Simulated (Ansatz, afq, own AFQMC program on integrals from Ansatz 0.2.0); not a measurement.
# ZrCl (doublet): AFQMC on the coupled-cluster ladder at distance Zr1–Cl2 = 7.649 Å, def2-SVP

How near does AFQMC come to the top of the ladder for ZrCl (doublet)?

Method: def2-SVP, frozen cores; program: Ansatz 0.2.0, Gaussian basis, and an in-house AFQMC program (afq) on its integrals; all values are calculated.

The runs, in order: PBE0 (unrestricted); B3LYP (unrestricted); B2PLYP (unrestricted); CCSD(T) on UHF; Phaseless AFQMC, CISD trial on UHF.

5 further runs of the same task are left out: 5 that didn't finish. Runs told in other sessions of the task aren't counted.

## 1. What is computed

The geometry derives from a PBE0/def2-TZVP stationary point (not a proven minimum). One bond is set to the value named and the two fragments are kept rigid. No spin-orbit coupling is included. Elements past krypton take def2 core potentials.

2 atoms, charge 0, spin multiplicity 2.

Atoms are counted from 1 here; the program's logs count them from 0.

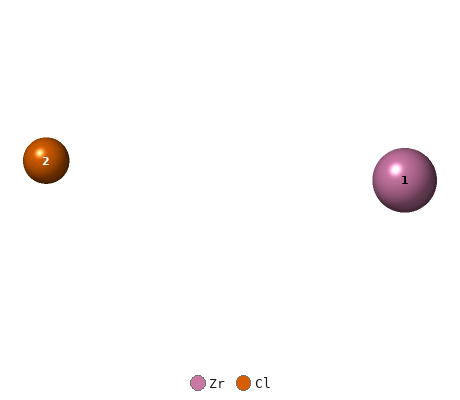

The structure; zirconium pink, chlorine orange; atoms are numbered from 1 in the order of the file.

Coordinates:

```xyz
2
ClZr
Zr    0.00000    0.00000    0.00000
Cl    0.00000    0.00000    7.64900
```

## 2. PBE0 (unrestricted)

in.yaml

```yaml
crystal:
  periodic: [false, false, false]
  atoms:
    - {symbol: Zr, position_ang: [0.000000, 0.000000, 0.000000]}
    - {symbol: Cl, position_ang: [0.000000, 0.000000, 7.649000]}
basis:
  gaussian: {orbitals: def2-SVP}
magnetization: {spin_polarized: true, initial_magnetization: 1}
hamiltonian: {xc: {name: PBE0}}
output: {orbitals: {seedname: orbitals}}
```

Run with:

```
> ansatz run in.yaml --threads 1 --pin off --events-out ev --progress --plain --max-ram 1382MiB
```

The log of the run, cut to the lines that bear on the results:

```text
Functional definition: PBE0
  name "PBE0"
  cite "Adamo & Barone, J. Chem. Phys. 110, 6158 (1999) doi:10.1063/1.478522"
  cite "Perdew, Burke & Ernzerhof, Phys. Rev. Lett. 77, 3865 (1996) doi:10.1103/PhysRevLett.77.3865"
  parent pbe
[...]
488 factors; integrals over basis functions are off by at most 7.5e-5 eV
[...]
mean field -13788.34666051 eV, -506.7123936968 hartree, gradient 4.5e-6 eV, S^2 2.106713; 32 other end points of the search recorded, 0 dependent functions left out
reference -13788.34669032 eV, -506.7123947922 hartree; 15, 14 occupied and 34, 35 virtual orbitals, 488 factors
Total energy: -13788.34669032 eV, -506.7123947922 hartree
```

It took 3.9 min on 1 thread of Intel Xeon 6975P-C (Granite Rapids), shared host.

From the report: ⟨S²⟩ of the determinant 2.107 (pure doublet: 0.75). The determinant of PBE0 (⟨S²⟩ 2.11) is far from a pure spin state, so its energy mixes those of several spin states; that is harmless only where they are near-degenerate.

## 3. B3LYP (unrestricted)

in.yaml, as its differences from that of step 2:

```diff
@@ -8,3 +8,2 @@
 magnetization: {spin_polarized: true, initial_magnetization: 1}
-hamiltonian: {xc: {name: PBE0}}
-output: {orbitals: {seedname: orbitals}}
+hamiltonian: {xc: {name: B3LYP}}
```

Launched as before.

The log of the run, cut to the lines that bear on the results:

```text
Functional definition: B3LYP
  name "B3LYP"
  cite "Stephens, Devlin, Chabalowski & Frisch, J. Phys. Chem. 98, 11623 (1994) doi:10.1021/j100096a001"
  cite "Becke, Phys. Rev. A 38, 3098 (1988) doi:10.1103/PhysRevA.38.3098"
  cite "Lee, Yang & Parr, Phys. Rev. B 37, 785 (1988) doi:10.1103/PhysRevB.37.785"
  cite "Vosko, Wilk & Nusair, Can. J. Phys. 58, 1200 (1980) doi:10.1139/p80-159"
[...]
488 factors; integrals over basis functions are off by at most 7.5e-5 eV
[...]
mean field -13793.92929119 eV, -506.9175515902 hartree, gradient 4.9e-6 eV, S^2 1.752999; 29 other end points of the search recorded, 0 dependent functions left out
reference -13793.92953437 eV, -506.9175605270 hartree; 15, 14 occupied and 34, 35 virtual orbitals, 488 factors
Total energy: -13793.92953437 eV, -506.9175605270 hartree
```

Run time: 3.7 min. Hardware: 1 thread of Intel Xeon 6975P-C (Granite Rapids), shared host.

From the report: ⟨S²⟩ of the determinant 1.753 (pure doublet: 0.75). The determinant of B3LYP (⟨S²⟩ 1.75) is far from a pure spin state, so its energy mixes those of several spin states; that is harmless only where they are near-degenerate.

## 4. B2PLYP (unrestricted)

in.yaml, as its differences from that of step 3:

```diff
@@ -8,2 +8,3 @@
 magnetization: {spin_polarized: true, initial_magnetization: 1}
-hamiltonian: {xc: {name: B3LYP}}
+hamiltonian: {xc: {name: B2PLYP}}
+correlation: {electrons: outside_noble_gas}
```

Launched as before.

The log of the run, cut to the lines that bear on the results:

```text
Functional definition: B2PLYP
  name "B2PLYP"
  cite "Grimme, J. Chem. Phys. 124, 034108 (2006) doi:10.1063/1.2148954"
  cite "Becke, Phys. Rev. A 38, 3098 (1988) doi:10.1103/PhysRevA.38.3098"
  cite "Lee, Yang & Parr, Phys. Rev. B 37, 785 (1988) doi:10.1103/PhysRevB.37.785"
[...]
488 factors; integrals over basis functions are off by at most 7.5e-5 eV
[...]
mean field -13783.34262079 eV, -506.5284986287 hartree, gradient 1.8e-10 eV, S^2 1.758229; 15 other end points of the search recorded, 0 dependent functions left out
9 core orbitals not correlated: weight in the atoms' cores, before any rotation towards them, 1.000 or more for the frozen orbitals, at most 0.000 for the correlated occupied ones
reference -13783.34277368 eV, -506.5285042473 hartree; 6, 5 occupied and 34, 35 virtual orbitals, 488 factors
second order -4.85863532 eV of doubles, -0.00000000 eV of singles
Total energy: -13784.65460521 eV, -506.5767131671 hartree
```

Run time: 3.1 min. Hardware: 1 thread of Intel Xeon 6975P-C (Granite Rapids), shared host.

From the report: ⟨S²⟩ of the determinant 1.758 (pure doublet: 0.75). The determinant of B2PLYP (⟨S²⟩ 1.76) is far from a pure spin state, so its energy mixes those of several spin states; that is harmless only where they are near-degenerate.

## 5. CCSD(T) on UHF

in.yaml, as its differences from that of step 4:

```diff
@@ -8,3 +8,2 @@
 magnetization: {spin_polarized: true, initial_magnetization: 1}
-hamiltonian: {xc: {name: B2PLYP}}
-correlation: {electrons: outside_noble_gas}
+correlation: {method: ccsd_t, electrons: outside_noble_gas, hamiltonian_folder: ham}
```

Same command.

The log of the run, cut to the lines that bear on the results:

```text
Functional definition: HF
  name "HF"
  cite "Fock, Z. Phys. 61, 126 (1930) doi:10.1007/BF01340294"
  parent pbe
[...]
488 factors; integrals over basis functions are off by at most 7.5e-5 eV
[...]
mean field -13762.18650762 eV, -505.7510258099 hartree, gradient 1.3e-10 eV, S^2 1.770103; 131 other end points of the search recorded, 0 dependent functions left out
determinant -13762.18650762 eV, -505.7510258099 hartree, with singles and doubles -13766.88581433 eV, -505.9237221462 hartree
determinant -13762.18648537 eV, -505.7510249923 hartree, with singles and doubles -13766.88580234 eV, -505.9237217055 hartree
determinant -13762.18647397 eV, -505.7510245734 hartree, with singles and doubles -13766.88579161 eV, -505.9237213113 hartree
determinant -13762.18645481 eV, -505.7510238693 hartree, with singles and doubles -13766.88581225 eV, -505.9237220698 hartree
[...]
determinant -13761.61132180 eV, -505.7298881210 hartree, with singles and doubles -13766.61169426 eV, -505.9136484194 hartree
determinant -13761.61074021 eV, -505.7298667480 hartree, with singles and doubles -13766.61172530 eV, -505.9136495601 hartree
determinant -13761.61051709 eV, -505.7298585486 hartree, with singles and doubles -13766.61123888 eV, -505.9136316846 hartree
determinant -13761.61050367 eV, -505.7298580553 hartree, with singles and doubles -13766.61121154 eV, -505.9136306798 hartree
9 core orbitals not correlated: weight in the atoms' cores, before any rotation towards them, 0.999 or more for the frozen orbitals, at most 0.000 for the correlated occupied ones
reference -13762.18650762 eV, -505.7510258099 hartree; 6, 5 occupied and 34, 35 virtual orbitals, 488 factors
second order -3.90467872 eV of doubles, -0.00000000 eV of singles
cycle   1  -4.70187004 eV  change   -1.8e-7 eV  update   3.7e-6
perturbative correction -0.07296873 eV, -0.0026815514 hartree
Total energy: -13766.96134639 eV, -505.9264978981 hartree
```

Wall time 1.8 min (1 thread of Intel Xeon 6975P-C (Granite Rapids), shared host).

From the report: ⟨S²⟩ of the determinant 1.770 (pure doublet: 0.75); correlation -4.7748 eV; T1 0.015; largest double amplitude 0.09. The determinant of CCSD(T) (⟨S²⟩ 1.77) is far from a pure spin state, so its energy mixes those of several spin states; high orders of coupled cluster remove much of that, low ones don't.

This run also writes the integrals to the folder ham.

## 6. Phaseless AFQMC, CISD trial on UHF

It reads the integrals that the CCSD(T) run on this determinant wrote.

Run with:

```
> afq ham --method phaseless --trial cisd --walkers 60 --populations 1 --least-time 40 --time-step 0.005 --steps-per-block 50 --equilibration-blocks 40 --max-blocks 300 --target-error 0.0008 --factor-cut 1e-05 --start spin_pure --seed 5314 --release-times 0.24,0.6,1.2,2,3,4.2 --release-step 0.04 --release-every 4 --taylor-order 6
```

The log of the run:

```text
orbitals 40  electrons 6 5  factors 271 of 488
reference energy -505.75102581 Eh
CCSD correlation -0.17279048 Eh in 13 cycles, weight of the determinant in the CISD state 0.8776
energy of the start -505.923360 Eh
 block  time / (1/Eh)  mean weight  energy / Eh
     1     0.250  0.9987  -505.921663
     2     0.500  1.0000  -505.921443
     3     0.750  0.9997  -505.923857
     4     1.000  0.9997  -505.923076
     5     1.250  1.0006  -505.922818
     6     1.500  1.0005  -505.923893
     7     1.750  0.9989  -505.926764
     8     2.000  1.0028  -505.925948
     9     2.250  1.0018  -505.925386
    10     2.500  0.9987  -505.928313
    11     2.750  1.0020  -505.928521
    16     4.000  1.0006  -505.925286
    21     5.250  0.9996  -505.929292
    26     6.500  1.0001  -505.924791
    31     7.750  1.0002  -505.929956
    36     9.000  1.0014  -505.927133
    41    10.250  1.0006  -505.925941
    46    11.500  1.0015  -505.928119
    51    12.750  0.9992  -505.925224
    56    14.000  1.0020  -505.926556
    61    15.250  1.0021  -505.920698
    66    16.500  1.0002  -505.926615
    71    17.750  0.9994  -505.921735
    76    19.000  1.0025  -505.924455
    81    20.250  1.0003  -505.928227
    86    21.500  1.0006  -505.922520
    91    22.750  0.9980  -505.926130
    96    24.000  1.0013  -505.926678
   101    25.250  1.0019  -505.925034
   106    26.500  1.0006  -505.924225
   111    27.750  0.9984  -505.945036
   116    29.000  1.0014  -505.926772
   121    30.250  1.0015  -505.925754
   126    31.500  0.9995  -505.925317
   131    32.750  1.0027  -505.929183
   136    34.000  1.0015  -505.927601
   141    35.250  1.0012  -505.921783
   146    36.500  0.9989  -505.927544
   151    37.750  1.0008  -505.924351
   156    39.000  0.9987  -505.927804
   161    40.250  0.9974  -505.922660
   166    41.500  0.9974  -505.928096
   171    42.750  0.9977  -505.922017
   176    44.000  1.0024  -505.930515
   181    45.250  0.9975  -505.928618
   186    46.500  1.0016  -505.924251
   191    47.750  0.9995  -505.927697
   196    49.000  1.0027  -505.930607
blocks merged  error / Eh  count
     1  0.000239  160
     2  0.000288  80
     4  0.000322  40
     8  0.000286  20
    16  0.000315  10
released: time / (1/Eh)  energy / Eh  error  mean overlap
  0.24  -505.926526  0.000469  1.0105
  0.60  -505.927013  0.000402  1.0174
  1.20  -505.928016  0.000616  1.0012
  2.00  -505.926917  0.000762  0.9758
  3.00  -505.927462  0.001136  1.0063
  4.20  -505.927195  0.001506  1.0254
energy -505.926309 +/- 0.000322 Eh
```

Run time: 10 min. Hardware: 1 thread of Intel Xeon 6975P-C (Granite Rapids), shared host.

Energy -13766.9562 ± 0.0088 eV. Caveats: constraint bias not in the error.

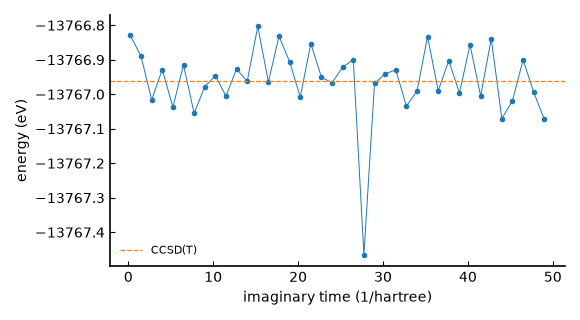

Block energies along the walk.

## 7. AFQMC on the ladder

On the UHF determinant, counted from CCSD(T) (a yardstick, not exact):

| level | energy (eV) | from CCSD(T) (kJ/mol) | statistical error (kJ/mol) | time |
| --- | --- | --- | --- | --- |
| HF | -13762.1865 | +460.7 |  |  |
| MP2 | -13766.0912 | +84.0 |  |  |
| CCSD | -13766.8884 | +7.0 |  |  |
| CCSD(T) | -13766.9613 | 0.0 |  |  |
| Phaseless AFQMC, CISD trial, step 0.005, 60 walkers | -13766.9562 | +0.5 | 0.8 | 10 min |

The functionals' totals stand on their own zeros and serve differences with other points: PBE0 -13788.347 eV; B3LYP -13793.930 eV; B2PLYP -13784.655 eV.

## 8. Summary of results

```
                                       quantity              value
Phaseless AFQMC, CISD trial on UHF from CCSD(T)  +0.5 ± 0.8 kJ/mol
```

**Reading.** On UHF the phaseless walk with the CISD trial lies +0.5 kJ/mol from CCSD(T), within three error bars. Error bars are statistical and leave out the constraint, the time step and what remains of the start. Zr carries a core potential, and spin-orbit coupling is left out.
